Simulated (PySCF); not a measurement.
Sn(F)3(Me), SMILES [Sn]([F])([F])([F])[CH3] at its PBE0/def2-SVP optimised geometry (Å):

```
8

C      1.2752    -0.3899     0.0000
Sn    -0.8394    -0.3899     0.0000
F     -1.6229     1.3635     0.0000
F     -1.6363    -1.2618     1.5145
F     -1.6250    -1.2663    -1.5182
H      1.6204    -0.2221    -1.0283
H      1.6229    -1.3635     0.3681
H      1.6225     0.4167     0.6584
```

Level of theory: PBE0/def2-TZVP, def2 effective core potentials past Kr in PySCF. The core electrons that the potentials of Sn replace are not part of the density. Cells within 0.4 Å of a nucleus heavier than hydrogen are left out (blank, or x).

Map of the HOMO amplitude (bohr^(-3/2)) on the plane z = 1.2 Å; orbital energy -10.23 eV, overall sign arbitrary:

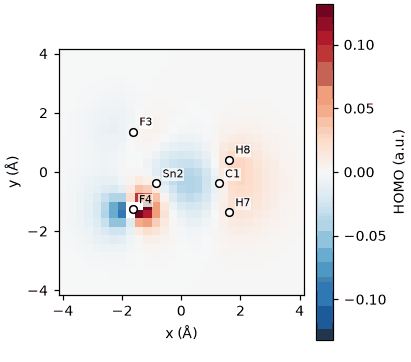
HOMO amplitude (bohr^(-3/2)) on the plane z = 1.2 Å.
